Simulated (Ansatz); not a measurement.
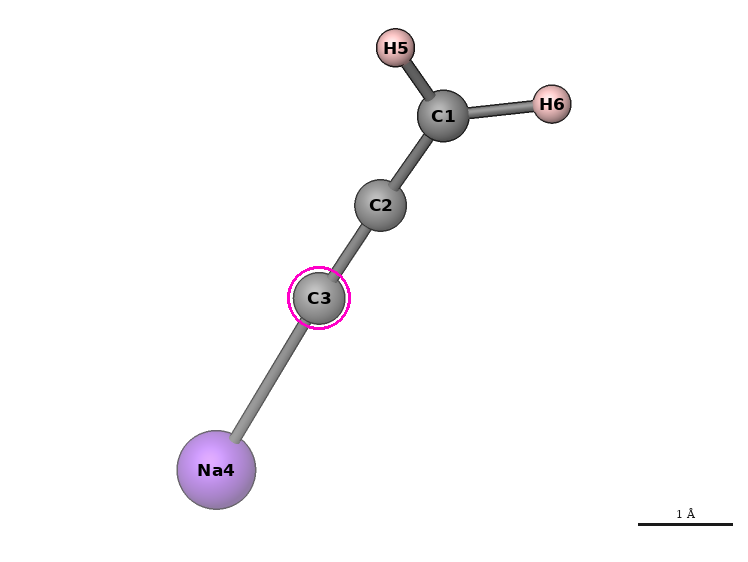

Source: calculation with Ansatz.

Orthographic view. Distant atoms are faded towards the background colour. The species has charge +1 and is a spin singlet. Geometry: atoms displaced at random (about 0.07 Å) from a stationary point of GFN2-xTB.

> Which atoms are bonded to the circled atom?

The circled atom is C3; it is bonded to C2, Na4.

> Which atom is farthest from the viewer?

Na4, 1.7 Å behind the mean position.

> What is the shortest path along bonds from the circled atom to H5?

C3–C2–C1–H5, 3 bonds; through space the two are 3.25 Å apart.
